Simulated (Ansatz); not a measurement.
# SiH₂ (singlet): inputs that go wrong at distance Si1–H2 = 1.223 Å

3 inputs are run for SiH₂ (singlet) as typed; the log has to tell whether the result can be used and what must change.

The runs use Ansatz 0.2.0, Gaussian basis; the settings change from run to run.

15 further runs of the same task are left out: 2 for a mislabelled method, 8 that didn't finish, 5 set aside as unsound or not needed.

## Step 1: What is computed

The geometry derives from a PBE0/def2-TZVP stationary point (not a proven minimum). One bond is set to the value named and the two fragments are kept rigid.

3 atoms, charge 0, spin multiplicity 1.

Atoms are counted from 1 here; the program's logs count them from 0.

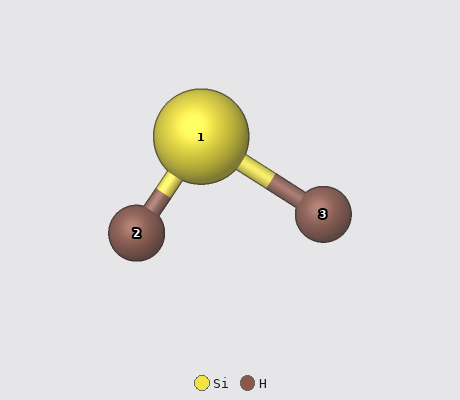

The geometry (silicon yellow, hydrogen brown); atoms are numbered from 1 in the order of the file.

## Step 2: Attempt 1

in.yaml

```yaml
crystal:
  periodic: [false, false, false]
  atoms:
    - {symbol: Si, position_ang: [0.000000, -0.064390, -0.007238]}
    - {symbol: H, position_ang: [0.000000, 0.791252, -0.881084]}
    - {symbol: H, position_ang: [0.000000, 1.002914, 1.082774]}
basis:
  gaussian: {orbitals: "6-31G*"}
correlation: {method: sc_nevpt2, electrons: all, active_space: {window: {electrons: 40, orbitals: 30}}}
```

Run with:

```console
$ ansatz run in.yaml --threads 1 --pin off --events-out ev --progress --plain --max-ram 2393MiB
```

The program printed:

```text
Functional definition: HF
  name "HF"
  cite "Fock, Z. Phys. 61, 126 (1930) doi:10.1007/BF01340294"
  parent pbe
  exchange = exact_x
  correlation = 0
229 factors; integrals over basis functions are off by at most 7.1e-4 eV
mean field evaluation 1: about -7889.8901 eV, gradient 7.0e0 eV
mean field evaluation 2: about -7889.8942 eV, gradient 7.1e0 eV
mean field evaluation 4: about -7890.1653 eV, gradient 2.8e-1 eV
mean field evaluation 8: about -7890.1659 eV, gradient 1.6e-6 eV
mean field -7890.16594910 eV, -289.9582504830 hartree, gradient 1.2e-6 eV, S^2 0.000000; 0 other end points of the search recorded, 0 dependent functions left out; unrestricted orbitals would lower it
reference -7890.16594910 eV, -289.9582504830 hartree; 8, 8 occupied and 15, 15 virtual orbitals, 229 factors
Error: 40 electrons in 30 orbitals form no window around the highest filled level of the reference
```

It took 0.12 s on 1 thread of Arm Neoverse V1, shared host.

Diagnosis: The run stopped with an error. The active window can't be built from these electrons and orbitals. Fix: choose counts that fit the spin, the electrons and the basis.

## Step 3: Attempt 2

in.yaml

```yaml
crystal:
  periodic: [false, false, false]
  atoms:
    - {symbol: Si, position_ang: [0.000000, -0.064390, -0.007238]}
    - {symbol: H, position_ang: [0.000000, 0.791252, -0.881084]}
    - {symbol: H, position_ang: [0.000000, 1.002914, 1.082774]}
basis:
  gaussian: {orbitals: cc-pVDZ}
magnetization: {spin_polarized: false, initial_magnetization: 1}
hamiltonian: {xc: hf}
scf: {lower_state_search: full}
output: {orbitals: {seedname: orbitals}}
```

Same command.

The program printed:

```text
Error: a molecule whose nuclei and cores have a total charge of 16 cannot have a net charge of 0 together with 1 unpaired electrons
```

Run time: 0.03 s. Hardware: 1 thread of Arm Neoverse V1, shared host.

Diagnosis: The run was refused. The number of unpaired electrons doesn't fit the electron count. Fix: make charge and initial_magnetization agree.

## Step 4: Attempt 3

in.yaml

```yaml
crystal:
  periodic: [false, false, false]
  atoms:
    - {symbol: Si, position_ang: [0.000000, -0.064390, -0.007238]}
    - {symbol: H, position_ang: [0.000000, 0.791252, -0.881084]}
    - {symbol: H, position_ang: [0.000000, 1.002914, 1.082774]}
basis:
  gaussian: {orbitals: cc-pVDZ, fitting: {mean_field: def2-universal-jkfit}}
magnetization: {spin_polarized: false}
correlation: {method: mp2, frozen_orbitals: {Si: 0}}
output: {forces: true}
```

Same command.

The program printed:

```text
Functional definition: HF
  name "HF"
  cite "Fock, Z. Phys. 61, 126 (1930) doi:10.1007/BF01340294"
  parent pbe
  exchange = exact_x
  correlation = 0
Error: "frozen_orbitals" has no count for H
```

Wall time 0.03 s (1 thread of Arm Neoverse V1, shared host).

**Diagnosis.** The run was refused. The frozen-orbital counts are incomplete or too large. Cure: leave frozen_orbitals out, or give each element a count that its core has.

## Step 5: How the runs ended

```tsv
attempt	level	ended	cause	time
1	NEVPT2(40,30)/6-31G*	stopped by an error	the active window can't be built from these electrons and orbitals	0.12 s
2	HF/cc-pVDZ	refused	the number of unpaired electrons doesn't fit the electron count	0.03 s
3	MP2 on RHF/cc-pVDZ	refused	the frozen-orbital counts are incomplete or too large	0.03 s
```

1 stopped by an error, 2 refused.
